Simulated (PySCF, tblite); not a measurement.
# C₆H₉N₂−: a rotation path, then NMR shifts on frames, part 2 of 2

tblite 0.8.0 and PySCF 2.14.0. Atoms count from 0. Earlier steps stand in the parts before.

**4. NMR shieldings: image 3, PBE0/pcSseg-1**

The job: settings as JSON, then the geometry in Å.

```
{"job": {"kind": "nmr", "xc": "PBE0", "basis": "pcSseg-1", "pop": false}, "charge": -1, "multiplicity": 1}
C     -1.863400     0.621000    -0.605800
C     -1.479600    -0.778300    -0.140800
C     -0.400600    -0.726100     0.944800
C      0.879500    -0.128900     0.441200
C      1.550900    -0.355800    -0.741300
N      2.677100     0.405300    -0.776600
C      2.630200     1.051000     0.388900
N      1.583300     0.785500     1.170300
H     -0.952300     1.176100    -0.816600
H     -2.416400     1.152300     0.168200
H     -2.473700     0.587100    -1.509100
H     -2.365600    -1.309700     0.229700
H     -1.088800    -1.341700    -0.991400
H     -0.226800    -1.747000     1.318600
H     -0.750800    -0.124700     1.789100
H      1.289600    -1.007400    -1.565600
H      3.400500     1.753200     0.686400
```

Method: GIAO PBE0/pcSseg-1 NMR shielding, non-relativistic, gas phase.

Standard output:

```text
coarse grid: 14224 points
cycle   1  E = -342.9981965262  dE =  1.202e+00  |g| = 5.650e-01  |ddm| = 3.762e+00
cycle   2  E = -342.9780415763  dE =  2.015e-02  |g| = 6.957e-01  |ddm| = 1.860e+00
cycle   3  E = -343.0943973907  dE = -1.164e-01  |g| = 6.953e-02  |ddm| = 8.937e-01
cycle   4  E = -343.0950876562  dE = -6.903e-04  |g| = 4.193e-02  |ddm| = 7.952e-02
cycle   5  E = -343.0954442289  dE = -3.566e-04  |g| = 8.465e-03  |ddm| = 3.965e-02
cycle   6  E = -343.0954528872  dE = -8.658e-06  |g| = 5.813e-03  |ddm| = 1.289e-02
cycle   7  E = -343.0954604318  dE = -7.545e-06  |g| = 8.612e-04  |ddm| = 5.741e-03
final grid: 137584 points
cycle   8  E = -343.1418103650  dE = -5.046e-05  |g| = 8.697e-03  |ddm| = 4.439e-02
cycle   9  E = -343.1418051821  dE =  5.183e-06  |g| = 9.944e-03  |ddm| = 2.029e-02
cycle  10  E = -343.1418295637  dE = -2.438e-05  |g| = 1.206e-03  |ddm| = 1.047e-02
cycle  11  E = -343.1418298702  dE = -3.066e-07  |g| = 4.402e-04  |ddm| = 1.526e-03
cycle  12  E = -343.1418299099  dE = -3.969e-08  |g| = 1.527e-04  |ddm| = 4.925e-04
cycle  13  E = -343.1418299148  dE = -4.812e-09  |g| = 3.470e-05  |ddm| = 1.487e-04
cycle  14  E = -343.1418299150  dE = -2.458e-10  |g| = 1.149e-05  |ddm| = 4.337e-05
converged SCF energy = -343.1418299150

GIAO shielding tensors (ppm)
atom      isotropic    diamagn.    paramagn.     s11        s22        s33       span
  0 C      172.331     247.468     -75.138    158.423    172.233    186.336     27.913
  1 C      159.149     247.610     -88.461    151.891    157.243    168.312     16.421
  2 C      150.346     245.070     -94.724    141.056    149.117    160.865     19.810
  3 C       50.118     254.563    -204.445    -28.957     55.217    124.094    153.051
  4 C       66.180     254.357    -188.178    -17.188     80.355    135.371    152.559
  5 N      -27.039     339.774    -366.812   -208.649    -98.700    226.232    434.881
  6 C       41.951     254.165    -212.214    -38.062     65.426     98.487    136.549
  7 N      -30.228     331.413    -361.641   -187.116   -102.200    198.631    385.747
  8 H       29.820      31.040      -1.220     24.416     30.634     34.409      9.993
  9 H       31.457      30.630       0.828     27.456     28.885     38.031     10.575
 10 H       31.368      29.868       1.500     26.805     28.798     38.502     11.697
 11 H       30.321      30.891      -0.570     26.259     28.211     36.494     10.235
 12 H       30.015      32.760      -2.744     25.967     28.684     35.396      9.429
 13 H       28.496      30.454      -1.958     24.406     27.015     34.066      9.660
 14 H       29.298      31.660      -2.362     24.738     29.170     33.987      9.249
 15 H       25.111      34.763      -9.652     22.641     23.855     28.836      6.195
 16 H       24.788      30.832      -6.044     21.413     25.558     27.392      5.979
```

It took 57 s on 1 thread, shared host.

In short: δ C6 145.0, C3 136.8, C4 120.7, C2 36.6, H16 6.93, H15 6.61 ppm.

**5. Nuclear shieldings: image 7, PBE0/pcSseg-1**

The job: settings as JSON, then the geometry in Å.

```
{"job": {"kind": "nmr", "xc": "PBE0", "basis": "pcSseg-1", "pop": false}, "charge": -1, "multiplicity": 1}
C     -2.007900     0.314000    -0.817900
C     -1.424000    -0.869400    -0.051100
C     -0.411200    -0.439700     1.010500
C      0.911600     0.027400     0.468000
C      1.325700     0.371700    -0.800900
N      2.637300     0.734600    -0.768300
C      2.950000     0.590400     0.518400
N      1.971800     0.170100     1.318800
H     -1.204800     0.971500    -1.134000
H     -2.690400     0.889800    -0.193000
H     -2.550400    -0.021000    -1.703000
H     -2.241900    -1.422500     0.429400
H     -0.933100    -1.549600    -0.752000
H     -0.215100    -1.287300     1.680000
H     -0.857300     0.351300     1.630700
H      0.787800     0.379600    -1.739700
H      3.944800     0.801200     0.894200
```

Method: GIAO PBE0/pcSseg-1 NMR shielding, non-relativistic, gas phase.

Standard output:

```text
coarse grid: 14224 points
cycle   1  E = -342.9973481695  dE =  1.198e+00  |g| = 5.632e-01  |ddm| = 3.774e+00
cycle   2  E = -342.9802856591  dE =  1.706e-02  |g| = 6.865e-01  |ddm| = 1.849e+00
cycle   3  E = -343.0929553620  dE = -1.127e-01  |g| = 6.876e-02  |ddm| = 8.774e-01
cycle   4  E = -343.0936345160  dE = -6.792e-04  |g| = 4.116e-02  |ddm| = 7.872e-02
cycle   5  E = -343.0939821973  dE = -3.477e-04  |g| = 6.400e-03  |ddm| = 3.877e-02
cycle   6  E = -343.0939885323  dE = -6.335e-06  |g| = 3.635e-03  |ddm| = 9.659e-03
cycle   7  E = -343.0939916910  dE = -3.159e-06  |g| = 5.978e-04  |ddm| = 3.733e-03
final grid: 137584 points
cycle   8  E = -343.1398794463  dE = -4.710e-05  |g| = 8.431e-03  |ddm| = 3.490e-02
cycle   9  E = -343.1398755617  dE =  3.885e-06  |g| = 9.497e-03  |ddm| = 1.938e-02
cycle  10  E = -343.1398974935  dE = -2.193e-05  |g| = 9.359e-04  |ddm| = 9.563e-03
cycle  11  E = -343.1398976595  dE = -1.659e-07  |g| = 3.948e-04  |ddm| = 1.078e-03
cycle  12  E = -343.1398976900  dE = -3.058e-08  |g| = 1.396e-04  |ddm| = 4.485e-04
cycle  13  E = -343.1398976941  dE = -4.051e-09  |g| = 3.716e-05  |ddm| = 1.508e-04
cycle  14  E = -343.1398976944  dE = -2.893e-10  |g| = 1.087e-05  |ddm| = 4.720e-05
converged SCF energy = -343.1398976944

GIAO shielding tensors (ppm)
atom      isotropic    diamagn.    paramagn.     s11        s22        s33       span
  0 C      169.354     247.958     -78.604    156.136    164.975    186.950     30.814
  1 C      159.746     247.068     -87.322    152.265    156.901    170.073     17.808
  2 C      150.367     245.607     -95.240    140.465    146.747    163.889     23.425
  3 C       49.463     253.521    -204.058    -26.342     52.130    122.601    148.944
  4 C       67.019     253.405    -186.385    -10.733     79.547    132.244    142.977
  5 N      -21.803     339.792    -361.595   -199.645    -90.340    224.575    424.219
  6 C       40.298     253.969    -213.671    -43.752     66.013     98.633    142.385
  7 N      -26.809     333.504    -360.313   -190.506    -97.216    207.294    397.800
  8 H       29.247      31.971      -2.724     22.923     30.378     34.442     11.519
  9 H       31.080      30.557       0.523     27.205     28.858     37.178      9.972
 10 H       30.901      29.882       1.019     26.834     28.219     37.651     10.817
 11 H       30.204      30.771      -0.568     24.785     29.342     36.483     11.699
 12 H       29.765      32.122      -2.357     27.145     28.223     33.926      6.781
 13 H       28.520      30.883      -2.363     22.478     28.901     34.181     11.702
 14 H       28.798      31.497      -2.700     24.375     28.872     33.145      8.770
 15 H       25.100      34.774      -9.674     21.999     24.277     29.022      7.022
 16 H       24.723      30.370      -5.647     21.371     25.631     27.167      5.796
```

Run time: 56 s. Hardware: 1 thread, shared host.

This run: δ C6 146.6, C3 137.5, C4 119.9, C2 36.6, H16 6.99, H15 6.62 ppm.

**6. NMR shieldings: image 8, PBE0/pcSseg-1**

The job: settings as JSON, then the geometry in Å.

```
{"job": {"kind": "nmr", "xc": "PBE0", "basis": "pcSseg-1", "pop": false}, "charge": -1, "multiplicity": 1}
C     -2.103500     0.197600    -0.849000
C     -1.368300    -0.883700    -0.065400
C     -0.427400    -0.299400     0.993900
C      0.929400     0.090000     0.481500
C      1.346300     0.595400    -0.731400
N      2.692200     0.792000    -0.703600
C      3.020700     0.399000     0.526600
N      2.022000    -0.035800     1.293000
H     -1.387200     0.855700    -1.330800
H     -2.721300     0.797000    -0.180200
H     -2.747400    -0.239500    -1.613900
H     -2.110900    -1.532100     0.417500
H     -0.786900    -1.500500    -0.754800
H     -0.265400    -1.040700     1.783500
H     -0.923300     0.563000     1.464500
H      0.780700     0.822900    -1.625800
H      4.043200     0.431000     0.884500
```

Level: GIAO PBE0/pcSseg-1 NMR shielding, non-relativistic, gas phase.

Standard output:

```text
coarse grid: 14224 points
cycle   1  E = -342.9970610718  dE =  1.197e+00  |g| = 5.620e-01  |ddm| = 3.768e+00
cycle   2  E = -342.9800458930  dE =  1.702e-02  |g| = 6.852e-01  |ddm| = 1.845e+00
cycle   3  E = -343.0924465669  dE = -1.124e-01  |g| = 7.011e-02  |ddm| = 8.741e-01
cycle   4  E = -343.0931589777  dE = -7.124e-04  |g| = 4.149e-02  |ddm| = 7.795e-02
cycle   5  E = -343.0935113394  dE = -3.524e-04  |g| = 6.808e-03  |ddm| = 3.936e-02
cycle   6  E = -343.0935181671  dE = -6.828e-06  |g| = 4.121e-03  |ddm| = 1.050e-02
cycle   7  E = -343.0935221598  dE = -3.993e-06  |g| = 6.891e-04  |ddm| = 4.201e-03
final grid: 137584 points
cycle   8  E = -343.1393168525  dE = -4.245e-05  |g| = 8.349e-03  |ddm| = 3.273e-02
cycle   9  E = -343.1393120735  dE =  4.779e-06  |g| = 9.584e-03  |ddm| = 1.906e-02
cycle  10  E = -343.1393344510  dE = -2.238e-05  |g| = 1.255e-03  |ddm| = 9.697e-03
cycle  11  E = -343.1393347835  dE = -3.325e-07  |g| = 3.931e-04  |ddm| = 1.442e-03
cycle  12  E = -343.1393348149  dE = -3.137e-08  |g| = 1.391e-04  |ddm| = 4.499e-04
cycle  13  E = -343.1393348189  dE = -3.972e-09  |g| = 2.840e-05  |ddm| = 1.264e-04
cycle  14  E = -343.1393348190  dE = -1.630e-10  |g| = 9.630e-06  |ddm| = 3.820e-05
converged SCF energy = -343.1393348190

GIAO shielding tensors (ppm)
atom      isotropic    diamagn.    paramagn.     s11        s22        s33       span
  0 C      166.426     247.769     -81.343    150.494    163.908    184.875     34.382
  1 C      157.075     246.995     -89.920    143.153    156.556    171.514     28.361
  2 C      149.383     246.064     -96.681    141.057    142.261    164.831     23.774
  3 C       47.192     253.007    -205.814    -25.937     43.022    124.492    150.429
  4 C       67.243     253.757    -186.514    -13.061     83.331    131.460    144.521
  5 N      -24.995     340.128    -365.123   -203.348    -93.094    221.457    424.805
  6 C       42.380     254.014    -211.634    -39.663     66.903     99.902    139.565
  7 N      -28.257     332.986    -361.243   -185.942    -96.458    197.630    383.572
  8 H       29.642      32.056      -2.414     23.947     30.157     34.823     10.877
  9 H       30.968      30.628       0.340     27.246     29.086     36.571      9.326
 10 H       30.792      29.546       1.246     26.689     27.923     37.764     11.075
 11 H       30.165      31.076      -0.912     24.474     29.700     36.321     11.848
 12 H       29.980      32.083      -2.103     27.536     28.911     33.493      5.957
 13 H       28.570      31.394      -2.824     22.487     29.026     34.196     11.708
 14 H       29.023      31.795      -2.772     25.368     28.627     33.074      7.707
 15 H       24.940      34.829      -9.889     21.761     24.252     28.808      7.048
 16 H       24.843      30.362      -5.519     21.440     25.682     27.408      5.968
```

Run time: 62 s. Hardware: 1 thread, shared host.

Key values: δ C6 144.5, C3 139.7, C4 119.7, C2 37.5, H16 6.87, H15 6.78 ppm.

**7. Run by run: NMR shifts**

Shifts (ppm) of some atoms, chosen among heavy atoms and hydrogens apart, with basis size and wall time:

| frame | C4 | C1 | C0 | H8 | H12 | N7 | N5 | functions | time |
| --- | --- | --- | --- | --- | --- | --- | --- | --- | --- |
| image 0 | 123.9 | 33.6 | 14.6 | 2.89 | 1.08 | 296.7 | 295.6 | 181 | 80 s |
| image 3 | 120.7 | 27.8 | 14.6 | 1.90 | 1.70 | 298.0 | 294.8 | 181 | 57 s |
| image 7 | 119.9 | 27.2 | 17.6 | 2.47 | 1.95 | 294.5 | 289.5 | 181 | 56 s |
| image 8 | 119.7 | 29.9 | 20.5 | 2.07 | 1.74 | 296.0 | 292.7 | 181 | 62 s |

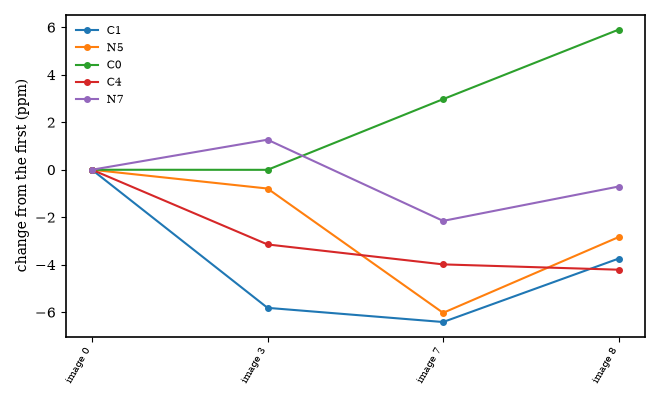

How five of the tabulated atoms move from run to run.

**8. Summary of results**

This closing draws on all 2 parts.

```
                                       quantity                                                     value
                                        barrier                        0.104 eV (2.4 kcal/mol) at image 7
                          end to end (GFN2-xTB)                                                  0.098 eV
¹³C shifts against TMS (PBE0/pcSseg-1, image 0)                 145.9, 140.0, 123.9, 35.8, 33.6, 14.6 ppm
 ¹H shifts against TMS (PBE0/pcSseg-1, image 0)  6.91, 6.63, 2.89, 2.76, 2.26, 1.40, 1.08, 0.35, 0.20 ppm
¹⁵N shifts against NH3 (PBE0/pcSseg-1, image 0)                                          296.7, 295.6 ppm
                       range of the shift of C1                                          27.2 to 33.6 ppm
```

**Reading.** Along the band the dihedral turns by 122°, and the top (dihedral 13°) lies 2.4 kcal/mol above the start (GFN2-xTB, rough), so at room temperature this motion is fast. The top was not checked by a frequency run. Shifts at one fixed geometry are not the observed spectrum, which averages over the motion. In the first frame run (image 0): The widest tensor belongs to N5: span 424 ppm, with a paramagnetic part of -369 ppm. NICS(1)zz of -33 ppm above the planar ring from C3 marks a diatropic (aromatic) ring current. In ppm, C1 moves most: its shift spreads over 6.4 ppm, from 27.2 (image 7) to 33.6 (image 0).
